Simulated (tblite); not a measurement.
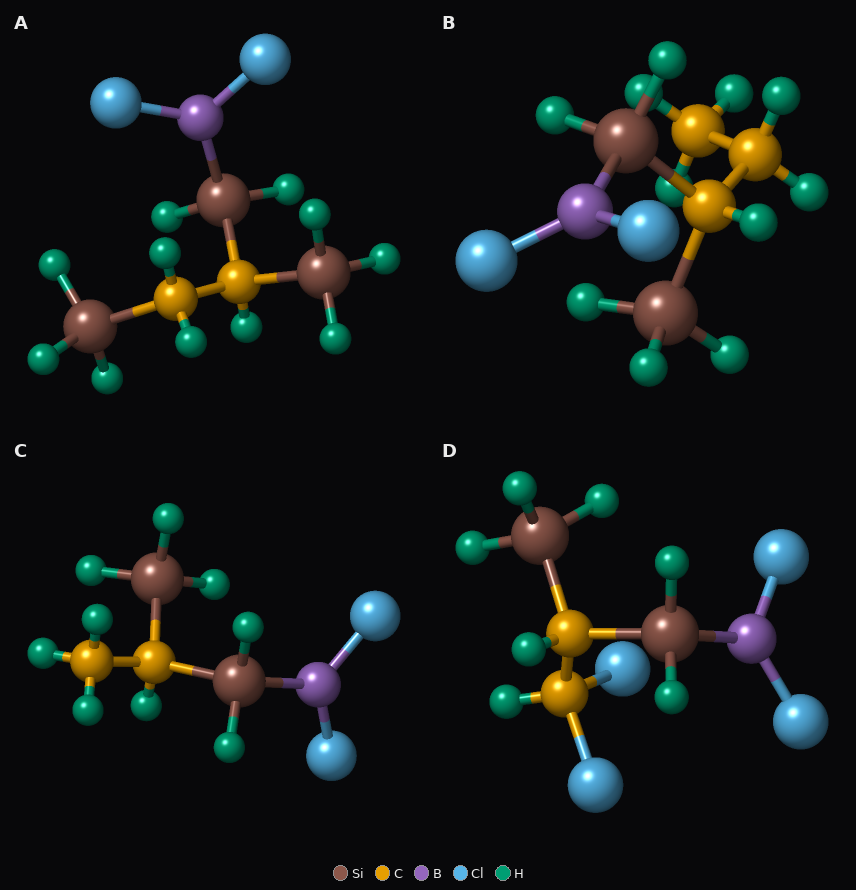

Source: calculation with tblite.

### Which panel belongs to which SMILES?
(1) CC[C@H]([SiH3])[SiH2]B(Cl)Cl
(2) [SiH3]C[C@H]([SiH3])[SiH2]B(Cl)Cl
(3) [SiH3][C@H]([SiH2]B(Cl)Cl)C(Cl)Cl
(4) C[C@@H]([SiH3])[SiH2]B(Cl)Cl

A is (2), B is (1), C is (4), D is (3).
